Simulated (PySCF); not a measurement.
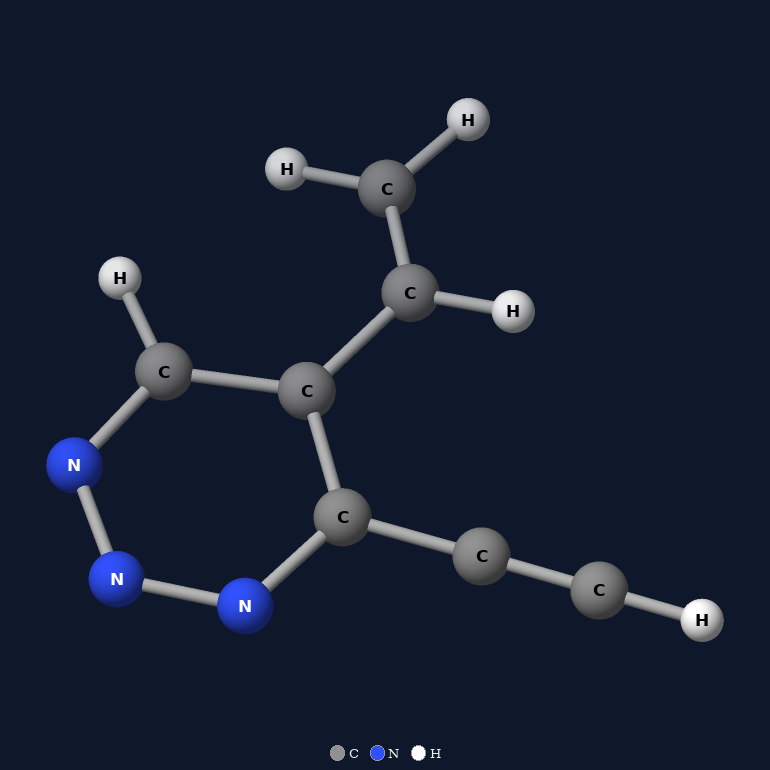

The geometry was computed by an optimisation with GFN2-xTB. No frequency run is at hand to confirm it as a minimum. Level of theory: CAM-B3LYP/def2-SVPD, gas phase (PySCF 2.14.0). Excitations: vertical, linear response.

Predict the main results.

The species is C7H5N3 (`C#Cc1nnncc1C=C`).
- dipole moment: 5.89 D
- HOMO energy (Kohn–Sham orbital): −8.55 eV
- LUMO energy (Kohn–Sham orbital): −1.55 eV
- HOMO–LUMO gap: 7.00 eV
- mean static polarisability: 103.5 bohr³
- lowest vertical singlet excitation: 3.40 eV
- its oscillator strength: 0.003
- brightest of the 8 lowest singlets: 4.94 eV
- its oscillator strength: 0.33
